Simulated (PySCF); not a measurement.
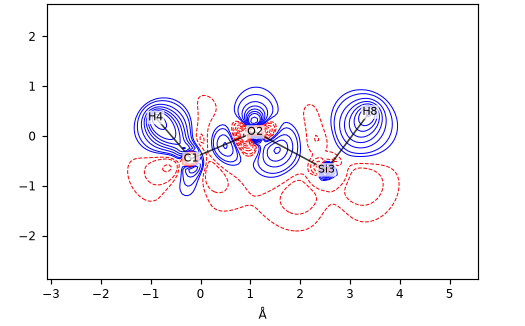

Figure 1: CH6OSi, SMILES `CO[SiH3]`. Deformation density (molecule less spherical, spin-averaged free atoms) in the plane of C1, O2, Si3, H4 and H8; contours at ±0.05 to ±0.8 e/Å³; solid blue lines: gain, dashed red lines: loss.

Computed with PySCF, PBE/def2-TZVP, geometry: GFN2-xTB. No frequency check shows the geometry to be a minimum.

Input script:

```python
import numpy as np
from pyscf import gto, scf, dft
from pyscf.scf import atom_ks, atom_hf
from scipy.linalg import block_diag

def solve(mol, dm0=None, hcore=None):
    mf = (dft.UKS if mol.spin else dft.RKS)(mol, xc='pbe')
    mf.grids.level = 3
    mf = mf.density_fit(auxbasis='def2-universal-jkfit')
    mf.conv_tol, mf.max_cycle = 1e-8, 80
    if hcore is not None:
        mf.get_hcore = lambda *args: hcore
    mf.kernel(dm0)
    if not mf.converged:
        mf = mf.newton().run(mf.mo_coeff, mf.mo_occ, max_cycle=30)
    assert mf.converged, 'SCF not converged'
    return mf

mol = gto.M(atom='''
C      1.65376    -0.18461     0.00092
O      0.44188     0.50146    -0.00073
Si    -1.06939    -0.08348    -0.00069
H      2.45970     0.55091    -0.00543
H      1.74406    -0.82176    -0.88680
H      1.74823    -0.81078     0.88837
H     -1.32351    -0.92074    -1.17467
H     -1.79673     1.17321    -0.00338
H     -1.31794    -0.90610     1.19188
''', basis='def2-tzvp', charge=0, spin=0, verbose=4)
mf = solve(mol)
mf.analyze()
# spherically averaged free atoms, for the promolecule
atm = atom_ks.get_atm_nrks(mol, xc='pbe')
pro = block_diag(*[(atm[a[0]][2] * atm[a[0]][3]) @ atm[a[0]][2].T for a in mol._atom])
np.savez('result.npz', e=mf.e_tot, c=mf.mo_coeff, occ=mf.mo_occ, eps=mf.mo_energy, pro=pro, dip=mf.dip_moment(verbose=0), s2=mf.spin_square()[0])
```

Run with:

```sh
OMP_NUM_THREADS=1 python input.py
```

The run took 16 s on 1 thread of Intel(R) Xeon(R) Platinum 8259CL CPU @ 2.50GHz (Skylake/Cascade Lake) (shared host), peak memory 0.48 GiB.

Partitions, critical points and surface values were worked out afterwards from this run's density.

> Describe the bonding that the map shows.

C1–H4: +0.73 e/Å³ at the bond critical point (bond length 1.09 Å, Mayer order 1.0). Si3–H8: +0.24 e/Å³ at the bond critical point (bond length 1.45 Å, Mayer order 0.9). O2–Si3: +0.11 e/Å³ at the bond critical point (bond length 1.62 Å, Mayer order 1.2); up to 0.6 Å beside the axis the gain reaches +0.38 e/Å³. C1–O2: +0.09 e/Å³ at the bond critical point (bond length 1.39 Å, Mayer order 1.0); up to 0.6 Å beside the axis the gain reaches +0.30 e/Å³. In all, 2.0 electrons gather in the regions of gain relative to the promolecule. A small or negative value marks a very polar bond, one between electron-rich atoms, whose free-atom densities already overlap strongly, a long bond to a heavier atom, or a closed-shell contact such as a hydrogen bond.

> Where do the Hirshfeld charges lie?

The highest Hirshfeld charge is on Si3 (+0.35 e), the lowest on O2 (−0.21 e).

```csv
atom,charge (e)
C1,−0.03
O2,−0.21
Si3,+0.35
H4,+0.04
H5,+0.04
H6,+0.04
H7,−0.08
H8,−0.07
H9,−0.08
```
